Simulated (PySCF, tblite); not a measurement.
# C4H13NSi2: geometry, infrared bands and NMR shifts

Wanted: the infrared bands and NMR shifts of C4H13NSi2 (`[SiH3]N[SiH2]CC1CC1`), by calculation.

Programs: tblite 0.8.0 and PySCF 2.14.0, with density-fitted response routines of our own. Each step states its level of theory. These are calculated values for one molecule in the gas phase, unless marked as measured. Atoms count from 0, in the outputs and in this text.

### 1 Starting geometry

20 atoms, charge 0, multiplicity 1; geometry from: force field or distance geometry start.

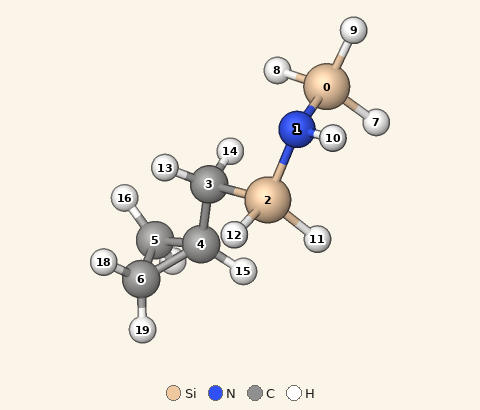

As it starts; silicon light orange, nitrogen blue, carbon grey, hydrogen white, atoms numbered.

### 2 Relaxing the molecule with GFN2-xTB

The job: settings as JSON, then the geometry in Å.

```
{"job": {"kind": "relax", "xc": "GFN2-xTB", "basis": "xTB"}, "charge": 0, "multiplicity": 1}
Si     3.044700     0.511100    -0.136800
N      2.474700    -1.181700     0.105800
Si     0.813600    -1.254600    -0.482500
C     -0.233800     0.048600     0.378800
C     -1.482800     0.209000    -0.445700
C     -2.450100     1.226200     0.104300
C     -2.810800    -0.230400     0.096300
H      2.979300     0.873900    -1.573200
H      2.270600     1.471000     0.668200
H      4.439600     0.520600     0.287700
H      3.082600    -1.851900    -0.438100
H      0.727100    -0.993300    -1.949200
H      0.186400    -2.551400    -0.153500
H     -0.452100    -0.266200     1.428500
H      0.311800     1.005500     0.307400
H     -1.357300     0.195900    -1.542900
H     -2.278400     1.629200     1.144300
H     -2.825200     1.914800    -0.669300
H     -2.845500    -0.765800     1.091900
H     -3.599500    -0.499800    -0.634800
```

Started as:

```bash
> OMP_NUM_THREADS=1 python probes_run.py task.json out
```

This one command runs all jobs of the session in turn.

**Question.** This job is followed by: GFN2-xTB harmonic vibrations, gas phase; GIAO PBE0/pcSseg-1 NMR shielding, non-relativistic, gas phase. Predict these results of the whole session: strongest single infrared mode (GFN2-xTB); zero-point energy (GFN2-xTB); 13C shifts against TMS (PBE0/pcSseg-1, means over atoms taken as alike); 1H shifts against TMS (PBE0/pcSseg-1, means over atoms taken as alike); 29Si shifts against TMS (PBE0/pcSseg-1); 15N shifts against NH3 (PBE0/pcSseg-1); surface potential, least and greatest.

**Answer**, as computed:

```
                                                               quantity                                          value
                              strongest single infrared mode (GFN2-xTB)                          2212 cm⁻¹, 472 km/mol
                                           zero-point energy (GFN2-xTB)                                  96.9 kcal/mol
13C shifts against TMS (PBE0/pcSseg-1, means over atoms taken as alike)                             19.9, 8.4, 7.5 ppm
 1H shifts against TMS (PBE0/pcSseg-1, means over atoms taken as alike)  4.95, 4.69, 0.98, 0.61, 0.52, 0.04, -0.65 ppm
                                29Si shifts against TMS (PBE0/pcSseg-1)                               -31.1, -58.6 ppm
                                 15N shifts against NH3 (PBE0/pcSseg-1)                                       -5.9 ppm
                                  surface potential, least and greatest                             -0.50 V and 1.38 V
```

Over 151 steps the energy fell by 0.870 eV; of the close pairs, Si0–N1 changed most, 1.803 to 1.734 Å. All 54 modes are real, so the xTB geometry is a minimum. The strongest single mode, at 2212 cm⁻¹, moves mainly H7. Unscaled tight-binding wavenumbers are off by several per cent, some by more. Its intensities can rank the bands wrongly. At PBE0/pcSseg-1: Shielding is most anisotropic at Si0 (span 102 ppm, paramagnetic term -472 ppm).
